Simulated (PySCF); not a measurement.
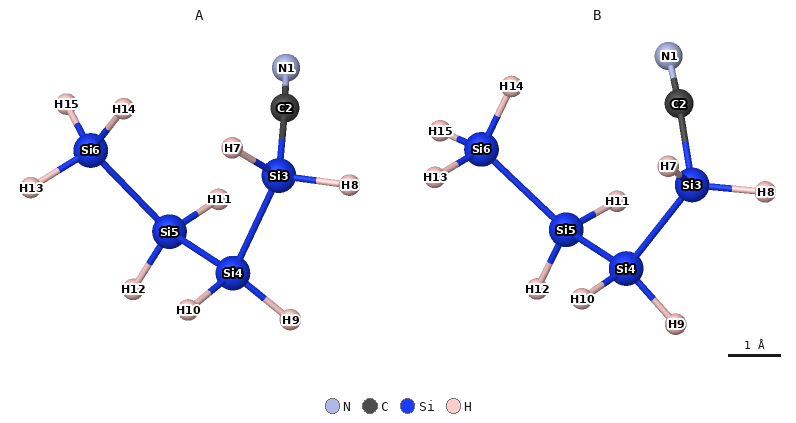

Two geometries of CH₉NSi₄, drawn at one scale. One is the start of a relaxation, the other its converged end. A ball-and-stick model, seen at a tilt.

Level of theory: PBE0-D3(BJ)/def2-SVP geometry optimisation, gas phase in PySCF. 

Which of the two is the end point?

Structure A is the relaxed one. The start comes from GFN2-xTB. Its atoms were then displaced at random by about 0.01 Å. H14 moves most after the best rigid fit: 0.94 Å. Largest moves by element: H 0.94 Å, N 0.75 Å, C 0.45 Å, Si 0.36 Å. Some distances before and after: Si3–H8 1.431 → 1.490 Å, Si4–H10 1.445 → 1.496 Å, Si4–Si5 2.301 → 2.347 Å, Si6–H13 1.463 → 1.496 Å. Among the angles between lasting bonds that change: Si3–Si4–Si5 115.4° → 106.0°, Si4–Si5–Si6 114.5° → 107.8°, H11–Si5–H12 103.3° → 109.1°. Groups turn about Si5–Si6 by about 25°, Si3–Si4 by about 25°. The energy falls by 0.252 eV in 17 geometry steps.
